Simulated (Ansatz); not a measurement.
## Electronic structure of C2H6Al (SMILES [CH2][AlH][CH3]) (doublet) in real space

Input file:

```
crystal:
  periodic: [false, false, false]
  atoms:
    - {symbol: C, position_ang: [-0.815212, -0.362357, 0.233150]}
    - {symbol: C, position_ang: [-3.354224, 0.259244, -1.933657]}
    - {symbol: Al, position_ang: [-1.446285, 0.004517, -1.560440]}
    - {symbol: H, position_ang: [0.240745, -0.513512, 0.500658]}
    - {symbol: H, position_ang: [-1.467698, -0.446188, 1.114935]}
    - {symbol: H, position_ang: [-0.373958, 0.095836, -2.730176]}
    - {symbol: H, position_ang: [-3.989059, 0.170968, -1.036891]}
    - {symbol: H, position_ang: [-3.714263, -0.478258, -2.673548]}
    - {symbol: H, position_ang: [-3.540200, 1.252771, -2.380085]}
basis:
  gaussian: {orbitals: def2-TZVPD}
total_charge: 0
magnetization: {spin_polarized: true, initial_magnetization: 1}
hamiltonian: {xc: pbe0}
output: {forces: true, orbitals: {seedname: orbitals}}
```

Launched as:

```sh
ansatz run input.yaml --threads 1 --pin off --max-ram 2610MiB --events-out events.jsonl --progress --plain --runs-dir runs
```

Geometry: B3LYP-D3(BJ)/def2-SVP.

Computed with isolated molecule in a Gaussian basis; Kohn-Sham density functional theory, functional PBE0 (Ansatz 0.2.0).

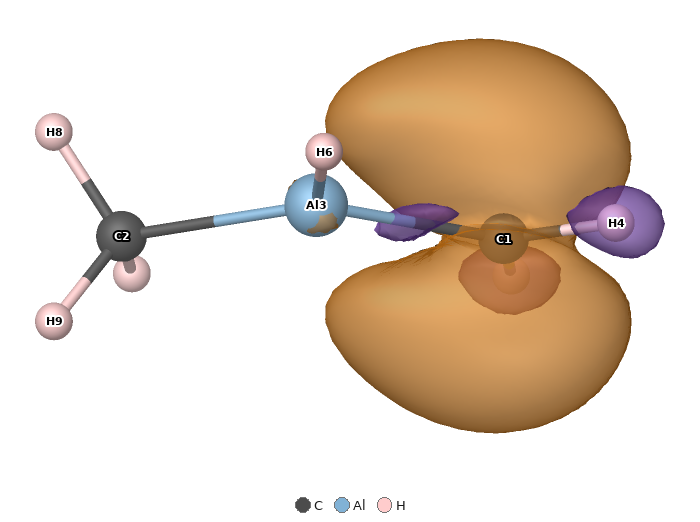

Figure 1. Isosurfaces of the spin density (α minus β) at +0.015 (orange) and −0.015 e/Å³ (purple), seen from one side.

Describe the spin distribution.

The unpaired spin (1 electron) lies mostly on C1 (about 0.7) and Al3 (about 0.2), in electrons by Hirshfeld's partition.

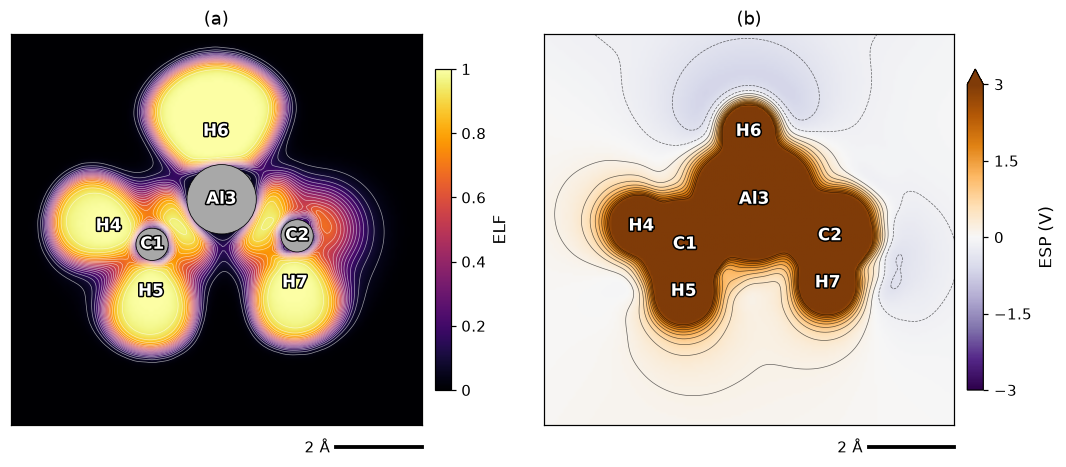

Figure 2. (a) ELF; (b) electrostatic potential on the plane of atoms Al3, C2 and H7. Grey discs cover the atomic cores in the ELF map.

Read the bonding off the picture.

Atoms in the plane: C, Al and H. C–Al (1.94 Å): the ELF peaks at about 0.95 between the atoms (a shared but strongly polarised pair). C–H (1.10 Å): the ELF climbs to about 1 towards the hydrogen, as it does in any bond to H (a covalent bond by its length). Al–H (1.59 Å): the ELF climbs to about 1 towards the hydrogen. Outside the dense part of the molecule the potential is most negative (−0.7 V) near H6.

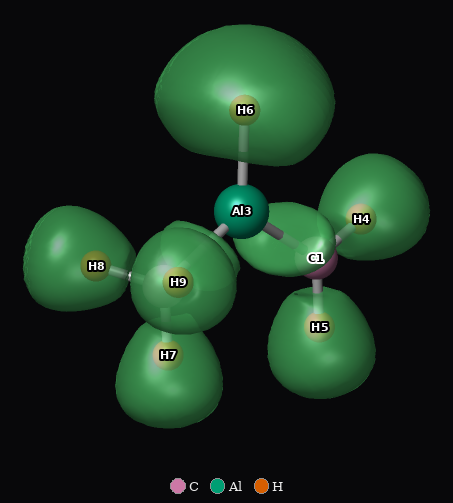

Figure 3. Isosurface of the electron localisation function at 0.85 (green), seen at an oblique angle. Only the valence region is drawn (cores and ρ < 0.01 e/Å³ removed).

Describe the localisation domains.

At this value the surface marks out two regions between bonded Al–C atoms (shared pairs) and six regions around hydrogen nuclei.

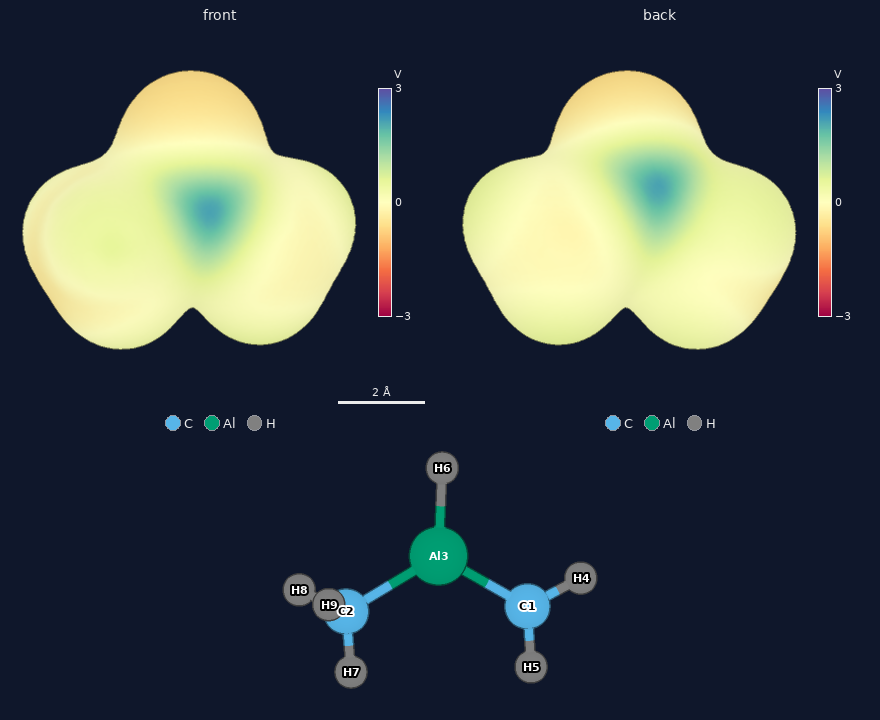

Figure 4. The molecular electrostatic potential painted on the density surface at 0.001 e/bohr³, seen from the front and from behind; the colour scale runs from red (negative) to blue (positive). The bare structure is drawn below in the same view.

Where is the surface potential most negative and most positive?

The most negative region (about −0.6 V, or −14 kcal/mol for a unit charge) lies over H6, the most positive (about +2.0 V, or +46 kcal/mol for a unit charge) over Al3.

What dipole moment does the calculation give?

Its dipole moment is 0.73 D.
